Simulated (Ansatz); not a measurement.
# Decaying states in the gap of CdH2SeO, part 2 of 3

A new crystal, CdH2SeO: structure, gap and complex bands. It is built by putting Se for part of the O in the CdH2O2 structure of space group P1, with the volume rescaled by atomic radii. The parent structure comes from the Materials Project.

Ansatz 0.2.0; PBEsol DFT, plane waves, PAW files (the session's first sound run).

So far. Step 2 (Cell and atoms at rest): The largest force component on a free atom ends at 0.0047 eV/Å.

The structure was built from a prototype and need not be the compound's stable phase.

### Step 3. The bulk crystal and its band edges

The energy window and the wavevectors of the next steps follow from the band edges, so these are searched first, off the mesh as well.

input.yaml

```yaml
crystal:
  lattice:
    - [4.1242145456, -0.0882930072, 0.4052830736]
    - [-0.2915509811, 5.8632514787, 0.0195087225]
    - [-1.301355924, -2.8324767496, 6.3301603482]
  atoms:
    - { symbol: Cd, position: [0.1013097517, 0.2049600923, 0.3373350732] }
    - { symbol: Cd, position: [0.6969925963, 0.8031178232, 0.6717387393] }
    - { symbol: H, position: [0.9035521316, 0.6380994272, 0.0582871629] }
    - { symbol: H, position: [0.1892660838, 0.2915441387, -0.0301790997] }
    - { symbol: H, position: [0.6424576097, 0.3287506823, 0.5801155136] }
    - { symbol: H, position: [0.3560232415, 0.5377538, 0.1526049487] }
    - { symbol: Se, position: [0.6862145768, 0.8310795247, 0.0584245902] }
    - { symbol: O, position: [0.1716365084, 0.40592349, 0.1178443399] }
    - { symbol: O, position: [0.6493660537, 0.3988328717, 0.4741798411] }
    - { symbol: Se, position: [0.2139914463, 1.0518181499, 0.6438938908] }
kpoints:
  mp_grid: { grid: [6, 4, 4] }
  band_path: { path: [VBM, CBM], npoints: 30 }
scf:
  occupations: { method: fixed }
hamiltonian:
  xc: pbesol
output:
  eigenvalues: true
  write_potential: true
  write_density: true
  volumetric_format: npy
```

Started as:

```sh
> ansatz run input.yaml --threads 2 --pin off --max-ram 4096MiB --backend cpu --events-out ev --progress --plain --runs-dir out
```

Numbers of over 12 decimals in the logs are rounded to 6 here.

Log:

```text
[...]
Crystal: 10 atoms, lattice volume = 156.566 Å³
Basis set: ecut = 420 eV, 3041 PW (Γ)
Bands: 54, of which v1, the nominal top of the filled ones, is band 44 counted from 1 (43 counted from 0)
Symmetry: 1 space group operations
[...]
k-points: 52 of 96 (time reversal used)
[...]
SCF iter   1: F=—  HF=-28402.638733 eV  |F-HF|=—  |Δ(HF+E_count)|=         —  Δρ=7.49e-3  dr2=7.53e-2  ethr=1.77e-3  ⟨swp⟩=5.0  Hψ=8671  notcnv=0  defer=409
[...]
SCF iter   8: F=-28402.618875 eV  HF=-28402.618875 eV  |F-HF|=9.58e-8  |Δ(HF+E_count)|=   1.63e-6  Δρ=5.70e-6  dr2=8.08e-8  ethr=1.14e-10  ⟨swp⟩=8.7  Hψ=12205  notcnv=0
SCF 1 converged in 8 iterations: F = -28402.618875 eV  dr2 = 8.08e-8
[...]
NSCF: frozen V_eff on 112 k-points
[...]
SCF converged after 8 iterations
Free energy (F): -28402.618875 eV
[...]
Internal energy: -28402.618875 eV  (E = F + TS)
E sigma→0 (E₀):  -28402.618875 eV
Fermi energy:    5.310042 eV
[...]
--- Band table (eV; the first three rows and the last of 52) ---
  k-point 0: bands = [... 40 lower, 4.3213, 4.6364, 4.9218, 5.3100, 6.5161, 9.1172, 9.9174, 10.8002, ... 6 higher]
  k-point 1: bands = [... 40 lower, 4.0682, 4.5322, 4.8188, 5.2740, 7.2734, 9.0473, 9.5973, 10.6967, ... 6 higher]
  k-point 2: bands = [... 40 lower, 3.9143, 4.4609, 4.8620, 5.2476, 7.9526, 8.8715, 9.8567, 9.9555, ... 6 higher]
  k-point 51: bands = [... 40 lower, 3.6920, 4.4314, 4.4996, 5.0382, 8.4167, 8.7388, 9.5425, 10.2307, ... 6 higher]
```

The job ended after 43 s (2 threads of Intel Xeon 6975P-C (Granite Rapids), shared host; peak memory 0.77 GiB; 85 s of CPU time).

In the SCF lines HF is the Harris–Foulkes energy and dr2 the Hartree energy of the density residual, in eV; the loop may stop once dr2 is under the threshold and the program's other checks hold. Hψ counts applications of the Hamiltonian.

Numbers from this step:

```
free energy         : -28402.6189 eV
Fermi energy        : 5.310 eV
gap on the k-mesh   : 1.206 eV
gap on path         : 1.206 eV, by band count; negative where bands overlap
direct gap on path  : 1.206 eV
edge places on path : 0, 0 1/A along the path
```

Levels at VBM (eV): -7.67, -7.55, -7.50, -7.41, -7.36, -7.18, -7.12, -7.10, -7.09, -7.03, -5.87, -5.16, -4.54, -4.08, -2.68, -2.26, -1.87, -0.99, -0.67, -0.39, 0.00, 1.21, 3.81, 4.61, 5.49, 6.22, 6.58, 6.94, 7.33, 7.56.

The searched edges give 1.21 eV, as on the mesh.

### Step 4. Decaying states in the gap

This step: PBEsol DFT, plane waves, PAW files; complex bands by layer matching along the plane's normal (Ansatz 0.2.0).

The same crystal is laid in a cell whose first two vectors span the (100) plane (indices of the standard conventional cell, whose axes can be ordered otherwise than in the bulk input). At fixed energy and wavevector in the plane the solver finds all kz, real and complex. A few wavevectors are listed, (0, 0) and (0.5, 0) in units of the plane's reciprocal vectors; the slowest state needn't be among them.

input.yaml

```yaml
crystal:
  lattice:
    - [5.870528125, 0.0, 0.0]
    - [-2.743299787, 6.500899022, 0.0]
    - [-0.291659679, -0.515557344, 4.102478629]
  atoms:
    - { symbol: Cd, position: [0.2049600923, 0.3373350732, 0.1013097517] }
    - { symbol: Cd, position: [0.8031178232, 0.6717387393, 0.6969925963] }
    - { symbol: H, position: [0.6380994272, 0.0582871629, 0.9035521316] }
    - { symbol: H, position: [0.2915441387, 0.9698209003, 0.1892660838] }
    - { symbol: H, position: [0.3287506823, 0.5801155136, 0.6424576097] }
    - { symbol: H, position: [0.5377538, 0.1526049487, 0.3560232415] }
    - { symbol: Se, position: [0.8310795247, 0.0584245902, 0.6862145768] }
    - { symbol: O, position: [0.40592349, 0.1178443399, 0.1716365084] }
    - { symbol: O, position: [0.3988328717, 0.4741798411, 0.6493660537] }
    - { symbol: Se, position: [0.0518181499, 0.6438938908, 0.2139914463] }
kpoints:
  mp_grid: { grid: [4, 4, 6] }
scf:
  occupations: { method: fixed }
hamiltonian:
  xc: pbesol
output:
  eigenvalues: true
  transmission:
    leads: [[0, 0]]
    kpoints: [[0.0, 0.0], [0.5, 0.0]]
    e_range: [-1.0, 2.21]
    de: 0.06
```

Log:

```text
[...]
Crystal: 10 atoms, lattice volume = 156.566 Å³
Basis set: ecut = 420 eV, 3041 PW (Γ)
Bands: 54, of which v1, the nominal top of the filled ones, is band 44 counted from 1 (43 counted from 0)
Symmetry: 1 space group operations
[...]
k-points: 52 of 96 (time reversal used)
[...]
SCF iter   1: F=—  HF=-28402.638631 eV  |F-HF|=—  |Δ(HF+E_count)|=         —  Δρ=7.48e-3  dr2=7.52e-2  ethr=1.77e-3  ⟨swp⟩=5.0  Hψ=8661  notcnv=0  defer=409
[...]
SCF iter   8: F=-28402.618875 eV  HF=-28402.618875 eV  |F-HF|=9.76e-8  |Δ(HF+E_count)|=   1.62e-6  Δρ=5.69e-6  dr2=8.07e-8  ethr=1.14e-10  ⟨swp⟩=8.7  Hψ=12208  notcnv=0
SCF 1 converged in 8 iterations: F = -28402.618875 eV  dr2 = 8.07e-8
[...]
transmission: 6 of 12 steps passed
transmission: 12 of 12 steps passed
SCF converged after 8 iterations
Free energy (F): -28402.618875 eV
[...]
Internal energy: -28402.618875 eV  (E = F + TS)
E sigma→0 (E₀):  -28402.618875 eV
Fermi energy:    5.310042 eV
[...]
--- Band table (eV; the first three rows and the last of 52) ---
  k-point 0: bands = [... 40 lower, 4.3213, 4.6364, 4.9218, 5.3100, 6.5161, 9.1172, 9.9174, 10.8002, ... 6 higher]
  k-point 1: bands = [... 40 lower, 3.9517, 4.3670, 4.5655, 5.0060, 7.3194, 9.5954, 10.2135, 10.6065, ... 6 higher]
  k-point 2: bands = [... 40 lower, 3.6865, 3.8639, 4.3748, 4.8924, 8.5320, 9.4783, 9.9831, 10.5341, ... 6 higher]
  k-point 51: bands = [... 40 lower, 3.6920, 4.4314, 4.4996, 5.0382, 8.4167, 8.7388, 9.5425, 10.2307, ... 6 higher]
--- Transmission ---
  basis      : 333 plane waves across, 6 finite elements along
  points     : 2, as listed
  energies   : 54 from -1.000000 to 2.180000 eV about the Fermi level, 0.060000 eV apart; the leads are filled to 0.603010 eV, and channels, transmission and decay are at 0.620000 eV
  crystal 0  : H4O2Se2Cd2, at the sites [0, 0], period 4.1025 Å: whole cells are its period
    offset         : up to 0.0000 Å between an atom of the period and one for which it stands
    channels       : 0.000000e0 a spin
    conductance    : none, the energies end too early or step too widely for 300 K: set another output.transmission.e_range or a lower de, or, where they end at an eighth of basis.ecutwfc, a higher one
    slowest decay  : 0.1161 /Å at (0.0000, 0.0000)
```

Elapsed: 57 s, on 2 threads; peak memory 1.3 GiB.

Numbers from this step:

| Property | Result |
| --- | --- |
| level to which the leads are filled | 0.6030 eV from the Fermi level |
| decay constant at the filling level, zone centre | 0.1161 Å⁻¹ |
| decay constant at the filling level, slowest listed point | 0.1161 Å⁻¹ |

K parallel (0, 0); values up to 1.5 1/Å, a degenerate pair printed once or twice; energies at which all values exceed this have no row. Table of Im kz of the slowest decaying states by energy, zero at the highest filled level on the SCF mesh:

| energy (eV) | decay 1 (Å⁻¹) | decay 2 (Å⁻¹) | decay 3 (Å⁻¹) | decay 4 (Å⁻¹) |
| --- | --- | --- | --- | --- |
| -1.0000 | 0.207 | 0.290 | 0.728 | 0.972 |
| -0.7600 | 0.241 | 0.256 | 0.765 | 0.961 |
| -0.5200 | 0.151 | 0.398 | 0.801 | 0.937 |
| -0.2200 | 0.205 | 0.240 | 0.755 | 0.855 |
| 0.0200 | 0.0308 | 0.243 | 0.350 | 0.819 |
| 0.2600 | 0.0960 | 0.264 | 0.411 | 0.796 |
| 0.5000 | 0.114 | 0.277 | 0.458 | 0.744 |
| 0.7400 | 0.113 | 0.285 | 0.499 | 0.685 |
| 0.9800 | 0.0917 | 0.287 | 0.533 | 0.626 |
| 1.2200 | 0.286 | 0.559 | 0.576 | 0.684 |
| 1.5200 | 0.282 | 0.529 | 0.578 | 0.653 |
| 1.7600 | 0.276 | 0.501 | 0.585 | 0.630 |
| 2.0000 | 0.268 | 0.478 | 0.586 | 0.606 |

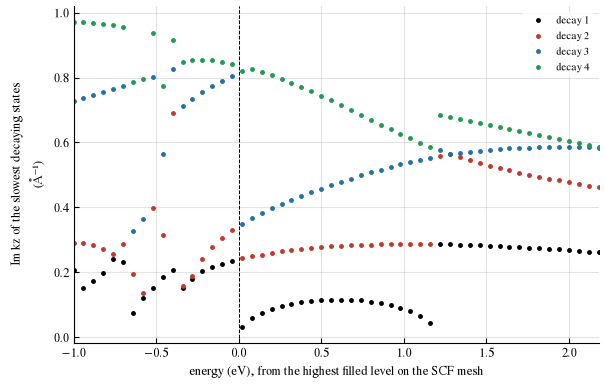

Im kz of the slowest decaying states, plotted against energy.

K parallel (0, 0). Re kz of states that move upwards against energy, zero at the highest filled level on the SCF mesh:

| energy (eV) | channel 1 (Å⁻¹) | channel 2 (Å⁻¹) | channel 3 (Å⁻¹) |
| --- | --- | --- | --- |
| -1.0000 | -0.601 | -0.279 | -0.0645 |
| -0.7600 | -0.268 | -0.132 | - |
| -0.5200 | -0.691 | -0.154 | - |
| -0.2200 | -0.130 | - | - |
| 0.0200 | - | - | - |
| 0.2600 | - | - | - |
| 0.5000 | - | - | - |
| 0.7400 | - | - | - |
| 0.9800 | - | - | - |
| 1.2200 | 0.0259 | - | - |
| 1.5200 | 0.138 | - | - |
| 1.7600 | 0.198 | - | - |
| 2.0000 | 0.253 | - | - |

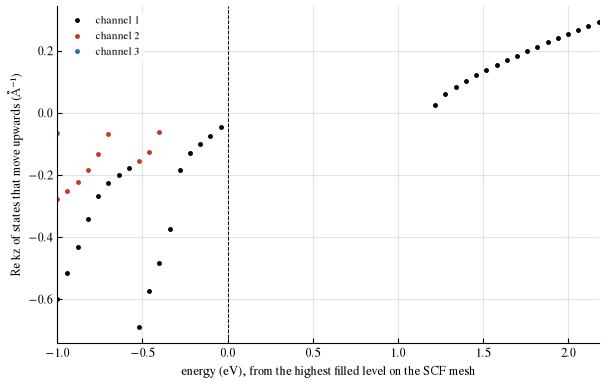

Re kz of states that move upwards, plotted against energy.

K parallel (0.5, 0); values up to 1.5 1/Å, a degenerate pair printed once or twice; energies at which all values exceed this have no row. Im kz of the slowest decaying states against energy, zero at the highest filled level on the SCF mesh:

| energy (eV) | decay 1 (Å⁻¹) | decay 2 (Å⁻¹) | decay 3 (Å⁻¹) | decay 4 (Å⁻¹) |
| --- | --- | --- | --- | --- |
| -1.0000 | 0.135 | 0.184 | 0.468 | 0.933 |
| -0.7600 | 0.0944 | 0.175 | 0.465 | 0.912 |
| -0.5200 | 0.202 | 0.248 | 0.538 | 0.869 |
| -0.2200 | 0.0857 | 0.238 | 0.349 | 0.385 |
| 0.0200 | 0.110 | 0.338 | 0.363 | 0.384 |
| 0.2600 | 0.159 | 0.354 | 0.402 | 0.431 |
| 0.5000 | 0.186 | 0.366 | 0.409 | 0.479 |
| 0.7400 | 0.204 | 0.375 | 0.410 | 0.517 |
| 0.9800 | 0.216 | 0.380 | 0.406 | 0.546 |
| 1.2200 | 0.222 | 0.383 | 0.396 | 0.567 |
| 1.5200 | 0.225 | 0.377 | 0.382 | 0.581 |
| 1.7600 | 0.223 | 0.356 | 0.378 | 0.585 |
| 2.0000 | 0.216 | 0.328 | 0.371 | 0.577 |

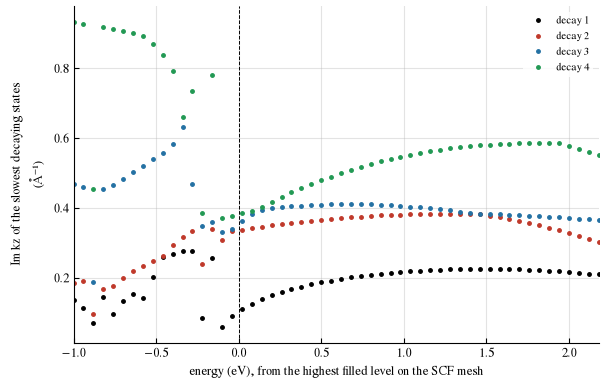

Im kz of the slowest decaying states against energy.

At the listed wavevectors the last open channel is at -0.04 eV and the next at +1.22 eV on the grid. At +0.62 eV, the grid energy nearest the filling level (the middle of the gap on the SCF mesh), the slowest state at the listed wavevectors decays with κ = 0.116 Å⁻¹, its amplitude falling by e over 8.6 Å. Through 1 nm of this crystal that state's transmission falls by exp(−2 × 0.116 Å⁻¹ × 10 Å) = 0.098.

### Step 5. Band edges at another level, cutoff 500 eV

This step: r2SCAN DFT, plane waves, PAW files (Ansatz 0.2.0).

The edges again with r2SCAN, at the same atoms. Against that run the cutoff is 500 eV against 420.

input.yaml

```yaml
crystal:
  lattice:
    - [4.1242145456, -0.0882930072, 0.4052830736]
    - [-0.2915509811, 5.8632514787, 0.0195087225]
    - [-1.301355924, -2.8324767496, 6.3301603482]
  atoms:
    - { symbol: Cd, position: [0.1013097517, 0.2049600923, 0.3373350732] }
    - { symbol: Cd, position: [0.6969925963, 0.8031178232, 0.6717387393] }
    - { symbol: H, position: [0.9035521316, 0.6380994272, 0.0582871629] }
    - { symbol: H, position: [0.1892660838, 0.2915441387, -0.0301790997] }
    - { symbol: H, position: [0.6424576097, 0.3287506823, 0.5801155136] }
    - { symbol: H, position: [0.3560232415, 0.5377538, 0.1526049487] }
    - { symbol: Se, position: [0.6862145768, 0.8310795247, 0.0584245902] }
    - { symbol: O, position: [0.1716365084, 0.40592349, 0.1178443399] }
    - { symbol: O, position: [0.6493660537, 0.3988328717, 0.4741798411] }
    - { symbol: Se, position: [0.2139914463, 1.0518181499, 0.6438938908] }
kpoints:
  mp_grid: { grid: [6, 4, 4] }
  band_path: { path: [VBM, CBM], npoints: 30 }
scf:
  occupations: { method: fixed }
hamiltonian:
  xc: r2scan
output:
  eigenvalues: true
```

Log:

```text
[...]
Crystal: 10 atoms, lattice volume = 156.566 Å³
Basis set: ecut = 500 eV, 3985 PW (Γ), exchange–correlation on 128×180×216 points (64 copies of the dense FFT grid, shifted against one another)
Bands: 54, of which v1, the nominal top of the filled ones, is band 44 counted from 1 (43 counted from 0)
Symmetry: 1 space group operations
[...]
k-points: 52 of 96 (time reversal used)
[...]
SCF iter   1: F=—  HF=-28696.004176 eV  |F-HF|=—  |Δ(HF+E_count)|=         —  Δρ=5.80e-3  dr2=4.14e-2  dr2_τ=2.59e-1  ethr=1.77e-3  ⟨swp⟩=5.0  Hψ=9178  notcnv=0  defer=409
[...]
SCF iter   8: F=-28695.951472 eV  HF=-28695.951472 eV  |F-HF|=2.15e-8  |Δ(HF+E_count)|=   1.65e-7  Δρ=6.51e-6  dr2=6.01e-8  dr2_τ=6.34e-9  ethr=1.14e-10  ⟨swp⟩=10.3  Hψ=11429  notcnv=0
SCF 1 converged in 8 iterations: F = -28695.951472 eV  dr2 = 6.01e-8
[...]
SCF converged after 8 iterations
Free energy (F): -28695.951472 eV
[...]
Internal energy: -28695.951472 eV  (E = F + TS)
E sigma→0 (E₀):  -28695.951472 eV
Fermi energy:    5.141854 eV
[...]
--- Band table (eV; the first three rows and the last of 52) ---
  k-point 0: bands = [... 40 lower, 4.1376, 4.4564, 4.7457, 5.1419, 6.8775, 9.4954, 10.2026, 11.1768, ... 6 higher]
  k-point 1: bands = [... 40 lower, 3.8967, 4.3668, 4.6237, 5.1058, 7.5950, 9.4120, 9.9155, 11.0443, ... 6 higher]
  k-point 2: bands = [... 40 lower, 3.7086, 4.2730, 4.6648, 5.0779, 8.2682, 9.2424, 10.1900, 10.3279, ... 6 higher]
  k-point 51: bands = [... 40 lower, 3.4709, 4.2231, 4.3235, 4.8343, 8.8022, 9.0540, 9.8946, 10.5957, ... 6 higher]
```

Wall time 65 s (2 threads); peak memory 1.1 GiB; 2.2 min of CPU time.

Numbers from this step:

```
free energy        : -28695.9515 eV
Fermi energy       : 5.142 eV
gap on the k-mesh  : 1.736 eV
gap on path        : 1.736 eV, by band count; negative where bands overlap
direct gap on path : 1.736 eV
```

Levels at VBM (eV): -7.98, -7.86, -7.80, -7.70, -7.66, -7.49, -7.43, -7.40, -7.39, -7.33, -6.11, -5.41, -4.77, -4.12, -2.83, -2.43, -1.92, -1.00, -0.69, -0.40, 0.00, 1.74, 4.35, 5.06, 6.04, 6.66, 7.16, 7.53, 7.96.

The searched edges give 1.74 eV, as on the mesh.

Between step 3 and this run (r2SCAN and cutoff 500 eV) the value for the gap on path moves from 1.21 eV to 1.74 eV.

(Part 2 of 3 ends here.)

[Logs are printed without paths, hosts, clocks, repeated set-up lines and the standing remarks that a program may print on its own settings, such as how far it seeks lower states.]

[Hosts, paths, dates, database ids (printed as entryN), source tags and the programs' standing remarks are cut or masked in the printed files.]

[New means built here by substitution; the compound itself may be known and measured.]
